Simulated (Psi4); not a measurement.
# AlNH2Cl (SMILES [NH2][Al][Cl]) at UMP3/aug-cc-pVDZ

Aim: the vertical electron affinity of AlNH2Cl at UMP3/aug-cc-pVDZ, from 2 runs. 

The calculation is run with Psi4 1.11.

2 further runs of the same task are left out: 2 set aside as unsound or not needed.

### Step 1. The structure to begin with

The species is AlNH2Cl (5 atoms), meant as a doublet with charge 0. As SMILES, `[NH2][Al][Cl]`. The coordinates come from a PBE0-D4/def2-TZVP relaxation. This is one conformer, not always the lowest.

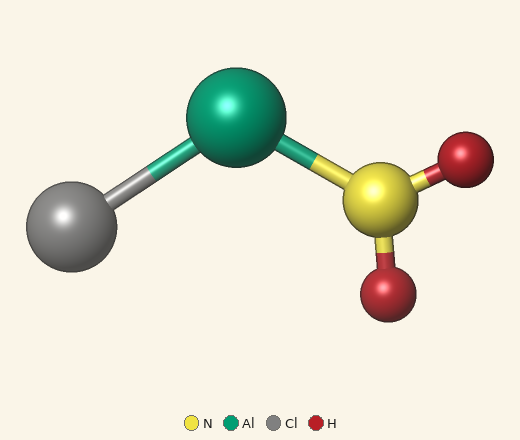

The structure, seen from a chosen angle (nitrogen yellow, aluminium teal, chlorine grey, hydrogen red).

### Step 2. A single-point energy at UMP3/aug-cc-pVDZ

alclh2n.in

```
memory 2200 mb

molecule {
  0 2
  N     -0.549400     0.461700    -0.232000
  Al     0.402600    -0.291600     1.049100
  Cl     1.907000    -1.649700     0.440800
  H     -1.293600     1.123300    -0.083500
  H     -0.416600     0.282700    -1.215900
  units angstrom
  symmetry c1
}

set globals {
  basis aug-cc-pVDZ
  reference uhf
  puream true
  e_convergence 1e-09
  d_convergence 1e-08
  scf_type pk
  num_frozen_docc 11
  maxiter 100
  mp_type conv
}

result, w = energy('mp3', return_wfn=True)
```

Run with:

```
$ psi4 -i alclh2n.in -o alclh2n.out -n 1
```

alclh2n.out, cut to the lines that bear on the results:

```text
[...]
  Running in c1 symmetry.
[...]
  Nuclear repulsion =  119.524169334353630
[...]
  Multiplicity = 2
[...]
  Nalpha       = 20
  Nbeta        = 19
[...]
    Number of basis functions: 95
[...]
   @UHF iter   1:  -756.97183863219027   -6.66074e-01   5.91949e-03 ADIIS/DIIS
[...]
   @UHF iter  14:  -757.13099548438777   -4.88853e-12   6.78071e-09 DIIS
[...]
   @S^2 Observed:                7.528271086E-01
[...]
    Orbital Energies [Eh]
    ---------------------
    Alpha Occupied:
       1A   -104.809793     2A    -58.524765     3A    -15.548676
       4A    -10.538236     5A     -8.006310     6A     -8.002893
       7A     -8.002743     8A     -4.937173     9A     -3.251739
      10A     -3.248195    11A     -3.247650    12A     -1.126533
      13A     -1.072394    14A     -0.655264    15A     -0.618292
      16A     -0.527197    17A     -0.463491    18A     -0.462131
      19A     -0.409293    20A     -0.326836
    Alpha Virtual:
      21A      0.028244    22A      0.031120    23A      0.035426
      24A      0.046297    25A      0.072314    26A      0.072553
[...]
  @UHF Final Energy:  -757.13099548438777
   => Energetics <=
    Nuclear Repulsion Energy =            119.5241693343536298
    One-Electron Energy =               -1286.1881864921820124
    Two-Electron Energy =                 409.5330216734405440
    Total Energy =                       -757.1309954843877676
  UHF NO Occupations:
  HONO-2 :   18  A 1.9994287
  HONO-1 :   19  A 1.9993543
[...]
 Multipole Moments:
 ------------------------------------------------------------------------------------
     Multipole            Electronic (a.u.)      Nuclear  (a.u.)        Total (a.u.)
 ------------------------------------------------------------------------------------
 L = 1.  Multiply by 2.5417464519 to convert [e a0] to [Debye]
 Dipole X            :          3.0372649           -3.7462745           -0.7090096
 Dipole Y            :         -2.4951097            3.1189524            0.6238426
 Dipole Z            :          2.6432590           -2.6086102            0.0346489
 Magnitude           :                                                    0.9450263
[...]
	SCS-MP2 Total Energy (a.u.)        :  -757.49562114351988
	SOS-MP2 Total Energy (a.u.)        :  -757.49064948115563
[...]
	SOS-PI-MP2 Total Energy (a.u.)     :  -757.51831517321477
[...]
	MP2 Total Energy (a.u.)            :  -757.50556446824828
[...]
	SCS-MP3 Total Energy (a.u.)        :  -757.50124281011028
[...]
	MP3 Total Energy (a.u.)            :  -757.52805113460977
[...]
```

Run time: 17 s. Hardware: 1 thread of Intel Xeon 6975P-C (Granite Rapids), shared host; peak memory 0.74 GiB.

### Step 3. The singlet anion, same level

input.inp

```
memory 2200 MB

molecule {
  -1 1
  N     -0.549400     0.461700    -0.232000
  Al     0.402600    -0.291600     1.049100
  Cl     1.907000    -1.649700     0.440800
  H     -1.293600     1.123300    -0.083500
  H     -0.416600     0.282700    -1.215900
  symmetry c1
  no_reorient
  no_com
}

set {
  basis aug-cc-pVDZ
  reference rhf
  puream true
  e_convergence 1e-09
  d_convergence 1e-08
  scf_type pk
  num_frozen_docc 11
  mp_type conv
}

e = energy('mp3')
```

Run with:

```
$ psi4 -n 1 input.inp input.out
```

input.out, cut to the lines that bear on the results:

```text
[...]
  Running in c1 symmetry.
[...]
  Nuclear repulsion =  119.524169334353630
[...]
  Multiplicity = 1
[...]
  Nalpha       = 20
  Nbeta        = 20
[...]
    Number of basis functions: 95
[...]
   @RHF iter   1:  -756.93604784908996   -6.30283e-01   6.48665e-03 DIIS/ADIIS
[...]
   @RHF iter  12:  -757.13672049640581   -1.42109e-11   4.56458e-09 DIIS
[...]
    Orbital Energies [Eh]
    ---------------------
    Doubly Occupied:
       1A   -104.629954     2A    -58.289030     3A    -15.367050
       4A    -10.359846     5A     -7.826497     6A     -7.824734
       7A     -7.824579     8A     -4.700841     9A     -3.014288
      10A     -3.012583    11A     -3.012212    12A     -0.949044
      13A     -0.894789    14A     -0.479889    15A     -0.424015
      16A     -0.342939    17A     -0.290752    18A     -0.287466
      19A     -0.232915    20A     -0.042227
[...]
  @RHF Final Energy:  -757.13672049640581
   => Energetics <=
    Nuclear Repulsion Energy =            119.5241693343536298
    One-Electron Energy =               -1293.7104840593083281
    Two-Electron Energy =                 417.0495942285489264
    Total Energy =                       -757.1367204964057009
[...]
 Multipole Moments:
 ------------------------------------------------------------------------------------
     Multipole            Electronic (a.u.)      Nuclear  (a.u.)        Total (a.u.)
 ------------------------------------------------------------------------------------
 L = 1.  Multiply by 2.5417464519 to convert [e a0] to [Debye]
 Dipole X            :        -61.9385307           60.6541615           -1.2843692
 Dipole Y            :         52.3439910          -51.3963932            0.9475978
 Dipole Z            :        -37.3738393           34.4090782           -2.9647611
 Magnitude           :                                                    3.3670988
[...]
	SCS-MP2 Total Energy (a.u.)        :  -757.53396075453043
	SOS-MP2 Total Energy (a.u.)        :  -757.52947980593478
[...]
	SOS-PI-MP2 Total Energy (a.u.)     :  -757.55969206051395
[...]
	MP2 Total Energy (a.u.)            :  -757.54292265172160
[...]
	SCS-MP3 Total Energy (a.u.)        :  -757.54043116417097
[...]
	MP3 Total Energy (a.u.)            :  -757.56880429028399
[...]
```

Run time: 11 s. Hardware: 1 thread of Intel Xeon 6975P-C (Granite Rapids), shared host; peak memory 0.71 GiB.

### Step 4. Outcome

At UMP3/aug-cc-pVDZ, 11 core orbitals frozen:

| quantity | value |
| --- | --- |
| doublet AlNH2Cl: total energy | -757.52805 Eh |
| doublet AlNH2Cl: HOMO energy (Hartree–Fock orbitals) (highest over α and β) | -8.89 eV |
| doublet AlNH2Cl: LUMO energy (Hartree–Fock orbitals) (lowest over α and β) | 0.22 eV |
| doublet AlNH2Cl: correlation energy (11 core orbitals frozen) | -397.1 mEh |
| doublet AlNH2Cl: ⟨S²⟩ of the reference determinant | 0.753 |
| singlet anion: total energy | -757.56880 Eh |
| singlet anion: HOMO energy (Hartree–Fock orbitals) | -1.15 eV |
| singlet anion: LUMO energy (Hartree–Fock orbitals) | 3.54 eV |
| singlet anion: HOMO–LUMO gap (to an unbound level, set by the basis) | 4.69 eV |
| singlet anion: correlation energy (11 core orbitals frozen) | -432.1 mEh |
| vertical electron affinity (to the singlet anion) | 1.109 eV |

At fixed nuclei the extra electron is bound by 1.11 eV (26 kcal/mol).
